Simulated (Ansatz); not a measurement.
**Run report: AlBH2Cl, nudged elastic band**

- system: AlBH2Cl, multiplicity 2
- method: UKS LDA/def2-SVP (Ansatz 0.2.0)

It belongs to a series of runs on one base structure; here: band between the two ends.

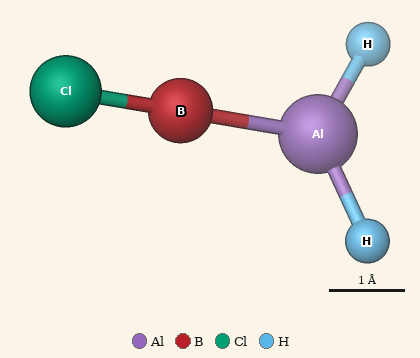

The structure as given in the input (ball-and-stick view, seen at a tilt). Sticks mark near contacts.

## The input
```yaml
crystal:
  periodic: [false, false, false]
  atoms:
    - { symbol: Al, position_ang: [-0.610173, 0.415309, -0.425063] }
    - { symbol: B, position_ang: [0.83601, -0.565108, 0.583869] }
    - { symbol: Cl, position_ang: [2.043051, -1.387549, 1.425301] }
    - { symbol: H, position_ang: [-1.438924, -0.42348, -1.507083] }
    - { symbol: H, position_ang: [-0.829964, 1.960829, -0.077025] }
magnetization:
  spin_polarized: true
  initial_magnetization: 1
basis:
  gaussian: { orbitals: def2-SVP }
hamiltonian:
  xc: lda
neb:
  order_check: false
  images: 7
  f_tol: 0.05
  max_iterations: 60
  final_atoms:
    - { symbol: Al, position_ang: [-1.07371097, -0.36825205, -0.57283453] }
    - { symbol: B, position_ang: [0.50330699, 0.34577652, 0.51432403] }
    - { symbol: Cl, position_ang: [1.65597809, -0.76064841, 1.24386719] }
    - { symbol: H, position_ang: [-1.64197547, -0.73649369, -2.03242803] }
    - { symbol: H, position_ang: [0.55640135, 1.51961863, 0.84707034] }
  initial_path:
    images:
      - { positions_ang: [[-0.610173, 0.415309, -0.425063], [0.83601, -0.565108, 0.583869], [2.043051, -1.387549, 1.425301], [-1.438924, -0.42348, -1.507083], [-0.829964, 1.960829, -0.077025]] }
      - { positions_ang: [[-0.66811658, 0.41886783, -0.47820054], [0.79519076, -0.45635558, 0.58441461], [1.99205539, -1.2854675, 1.41399124], [-1.48636185, -0.42557581, -1.55253673], [-0.63276773, 1.74853207, 0.03233042]] }
      - { positions_ang: [[-0.72606016, 0.42242667, -0.53133809], [0.75437152, -0.34760317, 0.58496023], [1.94105979, -1.18338601, 1.40268148], [-1.53379969, -0.42767163, -1.59799046], [-0.43557146, 1.53623513, 0.14168583]] }
      - { positions_ang: [[-0.78400374, 0.4259855, -0.58447563], [0.71355228, -0.23885075, 0.58550584], [1.89006418, -1.08130451, 1.39137173], [-1.58123754, -0.42976744, -1.64344419], [-0.23837518, 1.3239382, 0.25104125]] }
      - { positions_ang: [[-0.84194732, 0.42954434, -0.63761317], [0.67273304, -0.13009834, 0.58605146], [1.83906858, -0.97922301, 1.38006197], [-1.62867538, -0.43186325, -1.68889792], [-0.04117891, 1.11164126, 0.36039667]] }
      - { positions_ang: [[-0.89988824, 0.23009524, -0.62141851], [0.63037653, -0.01112962, 0.5681196], [1.79329596, -0.92457936, 1.34601327], [-1.6320004, -0.50802086, -1.77478045], [0.10821615, 1.2136356, 0.48206509]] }
      - { positions_ang: [[-0.95782915, 0.03064614, -0.60522385], [0.58802002, 0.10783909, 0.55018774], [1.74752334, -0.86993571, 1.31196458], [-1.63532542, -0.58417847, -1.86066297], [0.25761122, 1.31562995, 0.60373351]] }
      - { positions_ang: [[-1.01577006, -0.16880295, -0.58902919], [0.54566351, 0.22680781, 0.53225589], [1.70175072, -0.81529206, 1.27791589], [-1.63865045, -0.66033608, -1.9465455], [0.40700628, 1.41762429, 0.72540192]] }
      - { positions_ang: [[-1.07371097, -0.36825205, -0.57283453], [0.50330699, 0.34577652, 0.51432403], [1.65597809, -0.76064841, 1.24386719], [-1.64197547, -0.73649369, -2.03242803], [0.55640135, 1.51961863, 0.84707034]] }
```

Run on 1 thread of Arm Neoverse V1, 24 GiB of memory available, shared host.

Run as:
```bash
ansatz run input.yaml --threads 1 --pin off --max-ram 2048MiB --backend cpu --events-out ev --progress --plain --runs-dir out
```

## The program's output
```
Engine: ansatz 0.2.0, aarch64-unknown-linux-gnu
Functional definition: SPW92
  exchange = slater_x
  correlation = pw_c
658 factors; their error is unknown
mean field evaluation 1: about -19740.1703 eV, gradient 1.8e1 eV
mean field evaluation 2: about -19737.6675 eV, gradient 2.7e1 eV
mean field evaluation 4: about -19742.6234 eV, gradient 2.3e0 eV
mean field evaluation 8: about -19742.6846 eV, gradient 1.6e-2 eV
mean field evaluation 16: about -19741.6755 eV, gradient 3.6e0 eV
mean field -19742.65163535 eV, -725.5290655493 hartree, gradient 8.8e-5 eV, S^2 0.752100; 2 other end points of the search recorded, 0 dependent functions left out
the calculation of the forces begins
reference -19742.65166811 eV, -725.5290667530 hartree; 19, 18 occupied and 41, 42 virtual orbitals, 658 factors
658 factors; their error is unknown
mean field evaluation 32: about -19743.1733 eV, gradient 6.8e-1 eV
mean field -19743.14504373 eV, -725.5471979728 hartree, gradient 7.5e-6 eV, S^2 0.752369; 1 other end points of the search recorded, 0 dependent functions left out
[... from here on the field's lines of each further geometry are left out, up to the last ...]
NEB iter   1: max|band force component| = 4.754e0 eV/Å  barrier→ = 2.1149 eV  barrier← = 2.6083 eV  Δτ_max = 0.1957 Å  (640 SCF iters)
NEB iter   2: max|band force component| = 2.128e0 eV/Å  barrier→ = 1.0791 eV  barrier← = 1.5725 eV  Δτ_max = 0.1957 Å  (231 SCF iters)
NEB iter   3: max|band force component| = 1.042e0 eV/Å  barrier→ = 0.5296 eV  barrier← = 1.0230 eV  Δτ_max = 0.1916 Å  (218 SCF iters)
NEB iter   4: max|band force component| = 5.432e-1 eV/Å  barrier→ = 0.3775 eV  barrier← = 0.8709 eV  Δτ_max = 0.1924 Å  (208 SCF iters)
NEB iter   5: max|band force component| = 5.511e-1 eV/Å  barrier→ = 0.3361 eV  barrier← = 0.8295 eV  Δτ_max = 0.0979 Å  (208 SCF iters)
NEB iter   6: max|band force component| = 3.819e-1 eV/Å  barrier→ = 0.3384 eV  barrier← = 0.8319 eV  CI = image 3  Δτ_max = 0.1019 Å  (189 SCF iters)
NEB iter   7: max|band force component| = 3.065e-1 eV/Å  barrier→ = 0.3553 eV  barrier← = 0.8487 eV  CI = image 3  Δτ_max = 0.0642 Å  (199 SCF iters)
NEB iter   8: max|band force component| = 1.980e-1 eV/Å  barrier→ = 0.3546 eV  barrier← = 0.8480 eV  CI = image 3  Δτ_max = 0.0756 Å  (195 SCF iters)
NEB iter   9: max|band force component| = 1.844e-1 eV/Å  barrier→ = 0.3545 eV  barrier← = 0.8479 eV  CI = image 3  Δτ_max = 0.0559 Å  (186 SCF iters)
the calculation of the forces begins
reference -19743.13068942 eV, -725.5466704617 hartree; 19, 18 occupied and 41, 42 virtual orbitals, 658 factors
658 factors; their error is unknown
mean field -19742.29716312 eV, -725.5160389351 hartree, gradient 1.1e-5 eV, S^2 0.751789; 1 other end points of the search recorded, 0 dependent functions left out
the calculation of the forces begins
reference -19742.29719401 eV, -725.5160400703 hartree; 19, 18 occupied and 41, 42 virtual orbitals, 658 factors
NEB iter  10: max|band force component| = 4.717e-2 eV/Å  barrier→ = 0.3545 eV  barrier← = 0.8479 eV  CI = image 3  Δτ_max = 0.0000 Å  (449 SCF iters)
```

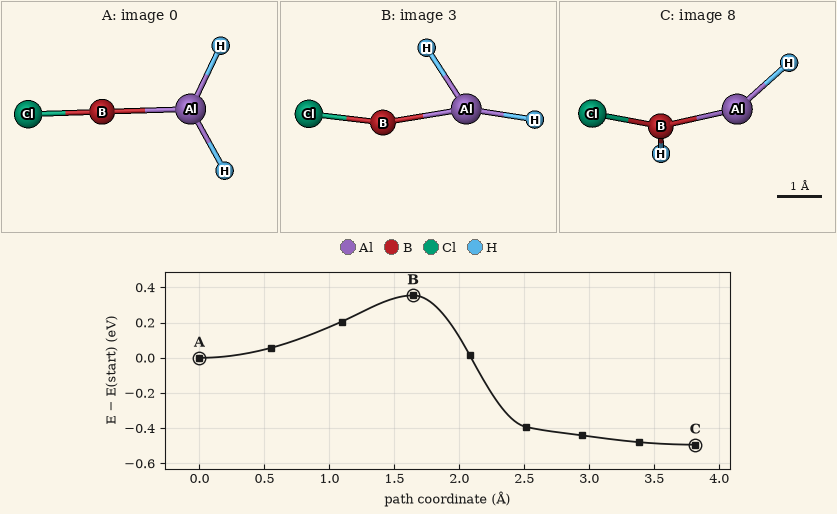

Images of the last band (counted from 0; ball-and-stick, seen at a tilt) above the energy along the path; the line is a cubic interpolation that uses the forces. The highest image is number 3, 0.354 eV above the start and 0.848 eV above the end (the climbing image); the end lies 0.493 eV below the start. The path is 3.82 Å long. The band converged in 10 iterations.

```
Total energy: -19742.29719401 eV, -725.5160400703 hartree
Atom 0 at    -0.684355     0.017209    -0.700512 Å, force    -0.001390    -0.000467     0.004746 eV/Å
Atom 1 at     0.712943    -0.581342     0.480511 Å, force     0.002777    -0.002327    -0.000519 eV/Å
Atom 2 at     1.971089    -0.645717     1.619327 Å, force    -0.000635     0.000329    -0.000344 eV/Å
Atom 3 at    -1.875044     0.012617    -1.736016 Å, force     0.001107     0.001395    -0.001454 eV/Å
Atom 4 at    -0.124633     1.197235     0.336689 Å, force    -0.001860     0.001070    -0.002429 eV/Å
Dipole moment:     0.008189    -0.024523    -0.022858 e Å
this run last wrote the band of iteration 10 to [file]
```

## The last band as extended XYZ (Å, eV, eV/Å)
```
5
Properties=species:S:1:pos:R:3:forces:R:3 image=0 energy=-19742.65163
Al   -0.6102    0.4153   -0.4251   -0.0098  -0.0037  -0.0112
B     0.8360   -0.5651    0.5839    0.0026  -0.0018   0.0022
Cl    2.0431   -1.3875    1.4253    0.0021  -0.0004   0.0016
H    -1.4389   -0.4235   -1.5071    0.0037   0.0037   0.0050
H    -0.8300    1.9608   -0.0770    0.0014   0.0022   0.0023
5
Properties=species:S:1:pos:R:3:forces:R:3 image=1 energy=-19742.59568
Al   -0.6427    0.2833   -0.5057    0.0092   0.0471   0.0311
B     0.8039   -0.6585    0.5215    0.0129   0.0129   0.0148
Cl    2.0644   -1.1206    1.5408    0.0149  -0.1000  -0.0215
H    -1.6235   -0.2822   -1.6294    0.0516  -0.0543   0.0270
H    -0.6021    1.7780    0.0729   -0.0887   0.0942  -0.0514
5
Properties=species:S:1:pos:R:3:forces:R:3 image=2 energy=-19742.44566
Al   -0.6677    0.1556   -0.5904    0.0093   0.0847   0.0672
B     0.7684   -0.6945    0.4802    0.0347  -0.0697  -0.0011
Cl    2.0238   -0.8492    1.5987    0.0333  -0.1263  -0.0135
H    -1.7651   -0.1322   -1.7035    0.0681  -0.0887   0.0205
H    -0.3594    1.5203    0.2150   -0.1454   0.2000  -0.0732
5
Properties=species:S:1:pos:R:3:forces:R:3 image=3 energy=-19742.29716
Al   -0.6844    0.0172   -0.7005   -0.0014  -0.0005   0.0047
B     0.7129   -0.5813    0.4805    0.0028  -0.0023  -0.0005
Cl    1.9711   -0.6457    1.6193   -0.0006   0.0003  -0.0003
H    -1.8750    0.0126   -1.7360    0.0011   0.0014  -0.0015
H    -0.1246    1.1972    0.3367   -0.0019   0.0011  -0.0024
5
Properties=species:S:1:pos:R:3:forces:R:3 image=4 energy=-19742.63534
Al   -0.6815   -0.1476   -0.8144    0.0248  -0.6142  -0.3606
B     0.6476   -0.3341    0.5039   -0.2931   0.9096   0.1129
Cl    1.9504   -0.6018    1.5918   -0.1120   0.1262  -0.0481
H    -1.9228    0.0888   -1.7429   -0.1922   0.2784  -0.0136
H     0.0062    0.9946    0.4616    0.5725  -0.7000   0.3093
5
Properties=species:S:1:pos:R:3:forces:R:3 image=5 energy=-19743.04406
Al   -0.8128   -0.4556   -0.7662   -0.0181  -0.1462  -0.0248
B     0.5902   -0.0903    0.5392    0.0069   0.1393  -0.0137
Cl    1.8399   -0.6088    1.6135   -0.0315  -0.0328  -0.0155
H    -1.9409    0.0324   -1.7835   -0.0326   0.0190  -0.0238
H     0.3236    1.1223    0.3970    0.0754   0.0206   0.0777
5
Properties=species:S:1:pos:R:3:forces:R:3 image=6 energy=-19743.09237
Al   -0.9642   -0.4923   -0.6311   -0.0145   0.0093   0.0295
B     0.5953    0.0473    0.5008   -0.0351   0.0437  -0.0193
Cl    1.8140   -0.6362    1.5280    0.0100  -0.0440  -0.0196
H    -1.8249   -0.1812   -1.9500    0.0135  -0.0435  -0.0303
H     0.3798    1.2623    0.5522    0.0261   0.0345   0.0397
5
Properties=species:S:1:pos:R:3:forces:R:3 image=7 energy=-19743.13066
Al   -1.0339   -0.4476   -0.5882   -0.0132   0.0183   0.0179
B     0.5447    0.1970    0.5177    0.0067   0.0318  -0.0354
Cl    1.7552   -0.6958    1.4022   -0.0110  -0.0246  -0.0097
H    -1.7435   -0.4622   -2.0313    0.0113  -0.0339  -0.0085
H     0.4776    1.4086    0.6996    0.0062   0.0084   0.0357
5
Properties=species:S:1:pos:R:3:forces:R:3 image=8 energy=-19743.14504
Al   -1.0737   -0.3683   -0.5728   -0.0091  -0.0052  -0.0023
B     0.5033    0.3458    0.5143   -0.0044  -0.0064   0.0132
Cl    1.6560   -0.7606    1.2439    0.0042   0.0009  -0.0034
H    -1.6420   -0.7365   -2.0324    0.0020   0.0007  -0.0049
H     0.5564    1.5196    0.8471    0.0072   0.0099  -0.0026
```

## Summary

```json
{"quantity": "outcome", "value": "converged"}
{"quantity": "barrier, forward", "value": "0.354 eV"}
{"quantity": "barrier, backward", "value": "0.848 eV"}
{"quantity": "wall time", "value": "86 s"}
{"quantity": "peak memory", "value": "0.12 GiB"}
```

## Remarks

The order of the saddle point was not checked.
